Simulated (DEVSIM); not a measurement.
System: abrupt GaAs p-n junction, at 250 K.

| layer (left to right) | material | thickness (μm) | Nd (cm⁻³) | Na (cm⁻³) | τn (s) | τp (s) |
|---|---|---|---|---|---|---|
| 1 | GaAs | 1.20 | - | 4.7e17 | 1.1e-8 | 1.1e-8 |
| 2 | GaAs | 94.0 | 2.3e16 | - | 1.1e-8 | 1.1e-8 |

Left contact: ohmic. Right contact: ohmic. Voltage is applied to the left contact. Recombination: SRH at mid-gap, radiative. Mobility is constant in doping.

The device is made up for the run: typed textbook-type constants, with dimensions and the other settings drawn at random. Values at 300 K; Nc and Nv go as T^1.5, mobilities as T to minus their exponent, the gap by Varshni's rule with the affinity fixed.

```
parameter             GaAs
----------------  --------
gap (eV)             1.424
affinity (eV)         4.07
permittivity          12.9
Nc (cm⁻³)           4.7e17
Nv (cm⁻³)             9e18
μn (cm²/Vs)           8500
μp (cm²/Vs)            400
T exponent of μn       2.1
T exponent of μp       2.2
B (cm³/s)            2e-10
Varshni α (eV/K)  0.000541
Varshni β (K)          204
```

Model (solved in DEVSIM): 1D drift-diffusion, Boltzmann statistics, complete ionisation; no tunnelling, impact ionisation, image-force lowering or self-heating.

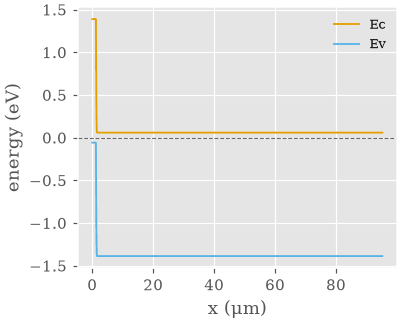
Figure. Band edges at zero bias

Energies count from the Fermi level of the right contact; mesh points crowd at the junctions.

```tsv
x (μm)	Ec (eV)	Ev (eV)	n (cm⁻³)	p (cm⁻³)	field (V/cm)
0.000	1.388	-0.058	< 1e2	4.7e17	≈ 0
0.03659	1.388	-0.058	< 1e2	4.7e17	≈ 0
0.1327	1.388	-0.058	< 1e2	4.7e17	≈ 0
0.3631	1.388	-0.058	< 1e2	4.7e17	≈ 0
0.9161	1.388	-0.058	< 1e2	4.7e17	≈ 0
1.104	1.388	-0.058	< 1e2	4.7e17	≈ 0
1.176	1.386	-0.060	< 1e2	4.2e17	-3900
1.217	1.161	-0.285	< 1e2	1.2e13	-84000
1.285	0.669	-0.777	12000	1500	-62000
1.454	0.086	-1.360	6.6e15	< 1e2	-8700
1.915	0.059	-1.387	2.3e16	< 1e2	≈ 0
3.795	0.059	-1.387	2.3e16	< 1e2	≈ 0
7.871	0.059	-1.387	2.3e16	< 1e2	≈ 0
18.29	0.059	-1.387	2.3e16	< 1e2	≈ 0
59.88	0.059	-1.387	2.3e16	< 1e2	≈ 0
81.40	0.059	-1.387	2.3e16	< 1e2	≈ 0
89.81	0.059	-1.387	2.3e16	< 1e2	≈ 0
93.19	0.059	-1.387	2.3e16	< 1e2	≈ 0
94.65	0.059	-1.387	2.3e16	< 1e2	≈ 0
95.00	0.059	-1.387	2.3e16	< 1e2	≈ 0
95.14	0.059	-1.387	2.3e16	< 1e2	≈ 0
95.20	0.059	-1.387	2.3e16	< 1e2	≈ 0
```
